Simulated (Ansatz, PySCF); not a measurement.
Breaking a bond: LiNa, singlet.

- RCCSD(T) = CCSD(T) on RHF/cc-pVTZ, frozen core (Ansatz, a program for electronic structure)
- UHF/cc-pVTZ (PySCF)
- UKS-BHandHLYP = unrestricted BHandHLYP/cc-pVTZ run with PySCF
- RKS-BHandHLYP = restricted BHandHLYP/cc-pVTZ run with PySCF

Energies are in mEh, each relative to the lowest point of its own curve near equilibrium.

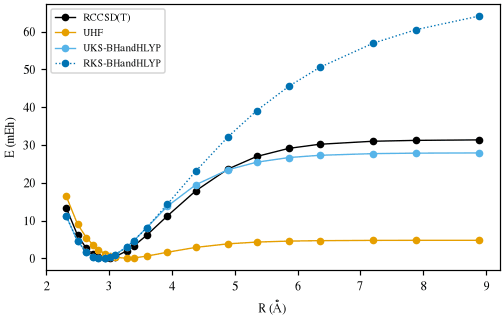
Energy against bond length for each method.

| R / Å | RCCSD(T) | UHF | UKS-BHandHLYP | RKS-BHandHLYP |
|---|---|---|---|---|
| 2.32 | 13.3 | 16.4 | 11.1 | 11.1 |
| 2.50 | 6.1 | 9.0 | 4.5 | 4.5 |
| 2.64 | 2.6 | 5.5 | 1.6 | 1.6 |
| 2.75 | 1.0 | 3.5 | 0.4 | 0.4 |
| 2.83 | 0.3 | 2.3 | 0.0 | 0.0 |
| 2.93 | 0.0 | 1.2 | 0.0 | 0.0 |
| 3.02 | 0.1 | 0.6 | 0.4 | 0.4 |
| 3.09 | 0.4 | 0.3 | 0.9 | 0.9 |
| 3.28 | 1.9 | 0.0 | 3.0 | 3.0 |
| 3.39 | 3.2 | 0.1 | 4.6 | 4.6 |
| 3.60 | 6.1 | 0.6 | 8.1 | 8.1 |
| 3.93 | 11.2 | 1.6 | 13.8 | 14.4 |
| 4.38 | 17.9 | 2.9 | 19.5 | 23.1 |
| 4.89 | 23.6 | 3.8 | 23.4 | 32.1 |
| 5.35 | 26.9 | 4.3 | 25.4 | 39.1 |
| 5.86 | 29.1 | 4.6 | 26.7 | 45.5 |
| 6.35 | 30.2 | 4.7 | 27.3 | 50.5 |
| 7.20 | 31.0 | 4.7 | 27.7 | 56.9 |
| 7.88 | 31.2 | 4.8 | 27.8 | 60.5 |
| 8.89 | 31.3 | 4.8 | 27.9 | 64.1 |

At the longest distance, 8.89 Å, RKS-BHandHLYP lies highest above its minimum (64.1 mEh) and UHF lowest (4.8 mEh).

With two correlated electrons CCSD is exact in the basis where it finds the lowest root (RCCSD(T)). The unrestricted determinant behind UHF is spin-contaminated at 2.32 to 8.89 Å (<S²> up to 1.0, against 0.00 for a pure singlet). The unrestricted determinant behind UKS-BHandHLYP is spin-contaminated at 3.93 to 8.89 Å (<S²> up to 1.0, against 0.00 for a pure singlet). The restricted form behind RKS-BHandHLYP keeps the bonding electrons paired and can't separate into open-shell fragments.
